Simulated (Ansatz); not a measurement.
The calculation's input:

```
crystal:
  lattice:
    - [8.2059935651, 0.0, 0.0]
    - [0.0, 8.2059935651, 0.0]
    - [0.0, 0.0, 3.4966867581]
  atoms:
    - { symbol: Nb, position: [0.0, 0.0, 0.0] }
    - { symbol: Hg, position: [0.0, 0.5, 0.0] }
    - { symbol: Hg, position: [0.5, 0.0, 0.0] }
    - { symbol: Hg, position: [0.5, 0.5, 0.5] }
    - { symbol: Sb, position: [0.8069380644, 0.8069380644, 0.5] }
    - { symbol: Sb, position: [0.1930619356, 0.1930619356, 0.5] }
    - { symbol: Sb, position: [0.1930619356, 0.8069380644, 0.5] }
    - { symbol: Sb, position: [0.8069380644, 0.1930619356, 0.5] }
basis:
  ecutwfc: 420
kpoints:
  mp_grid: { grid: [4, 4, 10] }
hamiltonian:
  xc: pbe
scf:
  occupations: { method: gaussian, width: 0.1 }
output:
  forces: true
  stress: true
  eigenvalues: true
  write_density: true
  write_potential: true
  elf: true
  volumetric_format: npy
relax:
  adjacent_minimum: "off"
  f_tol: 0.01
  max_steps: 30
  cell: { stress_tol: 0.1, fix: [volume] }
```

Command:

```sh
ansatz run input.yaml --threads 1 --pin off --max-ram 2560MiB --backend cpu --events-out ev --progress --plain --runs-dir out
```

Below, planes, directions and counts refer to the conventional cell (a = 8.20 Å, b = 8.20 Å, c = 3.50 Å, α = 90.00°, β = 90.00°, γ = 90.00°).

The fields are those of the relaxed geometry.

Space group P4/mmm; a generated structure, not necessarily the stable one; changed on purpose from its base cell (volume × 0.97, shape and atoms relaxed); computed without spin polarisation.

The calculation used DFT PBE, scalar-relativistic, plane waves, PAW in Ansatz.

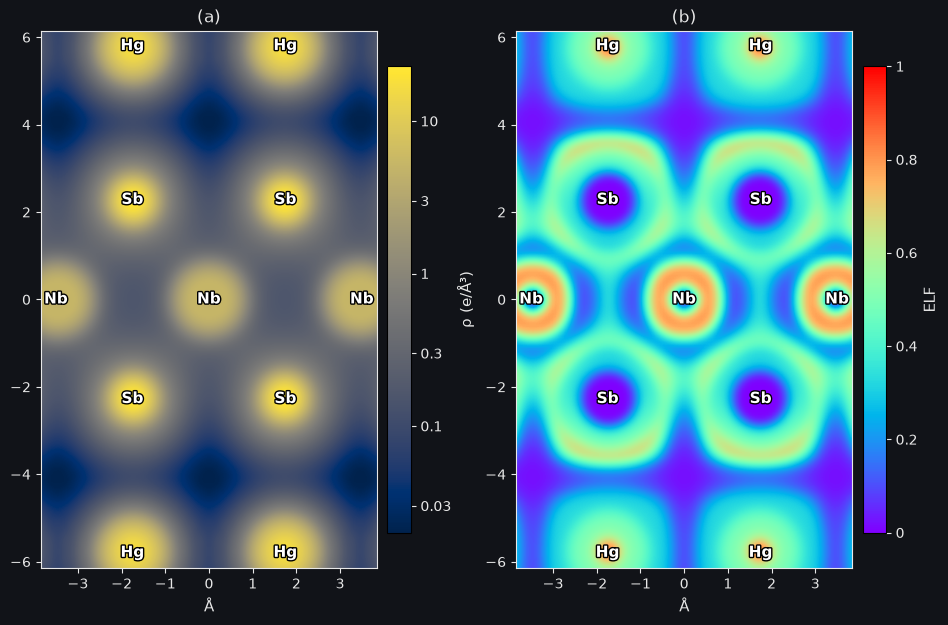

NbHg₃Sb₄. (a) valence charge density (pseudo); (b) electron localisation function on the (110) plane of the conventional cell.

**What do the fields say about this system?**

- The plane passes through Nb, Hg and Sb nuclei.
- Nb–Sb (2.87 Å): ρ at the midpoint is about 0.33 e/Å³; the ELF is about 0.45 at the midpoint.
- Hg–Sb (3.52 Å): ρ is about 0.11 e/Å³ halfway; the ELF is about 0.20 at the midpoint.
- Between the atoms the lowest density in this plane is 0.02 e/Å³.
- The features right at Nb and Hg lie inside the PAW spheres, where the map follows smoothed inner orbitals and isn't to be read closely.
